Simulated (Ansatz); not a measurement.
# Ga2As3: what the fields show

```xyz
10
Lattice="4.0308 0.0000 0.0000 -2.0154 3.4907 0.0000 0.0000 0.0000 16.6126" Properties=species:S:1:pos:R:3 pbc="T T T"
Ga    0.0000    0.0000    7.4391
Ga    0.0000    2.3272   10.7698
Ga    0.0000    2.3272    0.7788
Ga    2.0154    1.1636    4.1051
As    2.0154    1.1636    6.6058
As    0.0000    0.0000    9.9410
As    0.0000    2.3272   13.2741
As    0.0000    0.0000   16.4496
As    0.0000    2.3272    3.2742
As    2.0154    1.1636   14.4290
```

Space group P3m1; a generated structure, not necessarily the stable one.

Method: Ansatz, DFT PBE, scalar-relativistic, plane waves, PAW.

The density is the valence pseudo-density of a PAW calculation; it isn't the true density close to the nuclei.

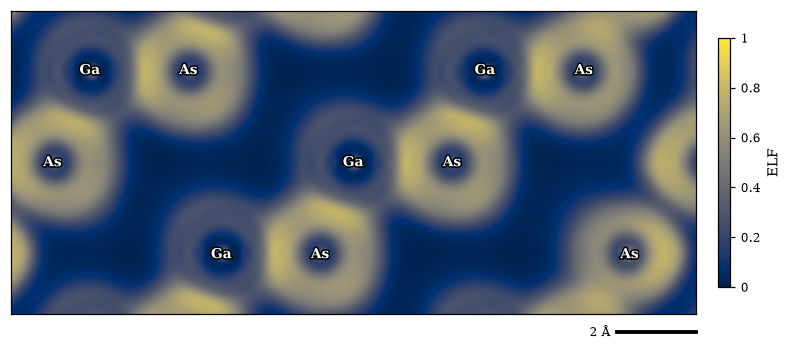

Figure 1. Electron localisation function on the (110) plane of the conventional cell.

Describe what can be read from this map.

The section cuts through Ga and As sites.
Ga–As (2.47 Å): the ELF peaks at about 0.80 between the atoms; a shared electron pair.
Ga–As (2.51 Å): the ELF peaks at about 0.75 between the atoms: localised, covalent bonding.
The features right at Ga lie inside the PAW spheres, where the map follows smoothed inner orbitals and isn't to be read closely.

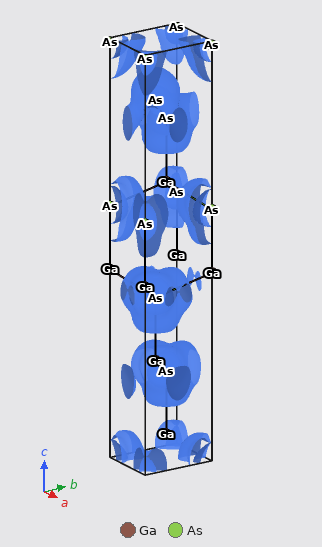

Figure 2. Isosurface of the electron localisation function at 0.6 (blue), seen slightly off an axis. Core shells and regions of very low density are left out. Sticks mark near contacts.

Where are the electrons localised?

The ELF exceeds this value in four regions on As in which the atom's valence shell and bonds are merged and sheets that run through the cell in two directions, counted in one cell of 10 atoms. Any copies at cell faces, edges or corners count once.


 As–As (2.60 Å): the ELF peaks at about 0.70 between the atoms.

What Bader charges does the calculation give?

Electrons move from Ga towards As. Bader charges: Ga +0.66 and As −0.67 to +0.22 e.
